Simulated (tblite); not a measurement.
# C7H12B2Si: the cost of one run

Programs: tblite 0.8.0 and PySCF 2.14.0, with density-fitted response routines of our own. Each step states its level of theory. These are calculated values for one molecule in the gas phase, unless marked as measured. Atoms are numbered from 0 throughout.

**1. Starting geometry**

22 atoms, charge 0, multiplicity 1; geometry from: force field or distance geometry start.

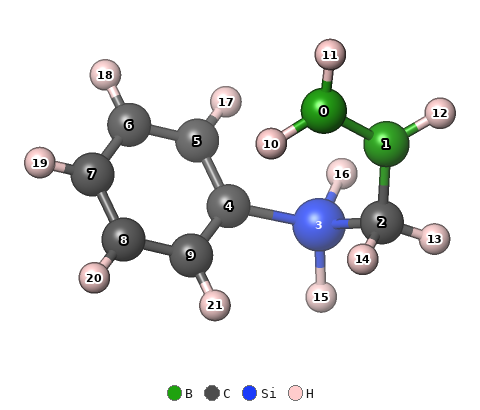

The starting geometry (boron green, carbon dark grey, silicon blue, hydrogen pink), atoms numbered.

**2. Optimising the geometry with GFN2-xTB**

Job settings and geometry (Å):

```
{"job": {"kind": "relax", "xc": "GFN2-xTB", "basis": "xTB"}, "charge": 0, "multiplicity": 1}
B      2.080700     1.481000     0.256700
B      2.675900    -0.015100     0.607400
C      1.826500    -1.097700     1.417000
Si     0.539000    -1.880200     0.289900
C     -0.709500    -0.635200    -0.224600
C     -0.704700    -0.144200    -1.547900
C     -1.619800     0.838100    -1.937000
C     -2.541300     1.334200    -1.006500
C     -2.548400     0.844100     0.302900
C     -1.637800    -0.132100     0.697200
H      0.956100     1.756800     0.539900
H      2.752900     2.280500    -0.275400
H      3.816600    -0.235900     0.412100
H      2.496600    -1.890300     1.788200
H      1.310400    -0.603000     2.278900
H     -0.146400    -2.956200     1.052200
H      1.204600    -2.465000    -0.875300
H      0.018800    -0.517800    -2.265400
H     -1.613800     1.215500    -2.941700
H     -3.253400     2.089500    -1.305600
H     -3.271500     1.240500     1.020800
H     -1.641900    -0.488300     1.715500
```

The run is started by

```bash
$ OMP_NUM_THREADS=1 python probes_run.py task.json out
```

This one command runs all jobs of the session in turn.

Q: Estimate the wall time of this first job on 1 thread of Arm Neoverse N1, shared host.

About 1.6 s.
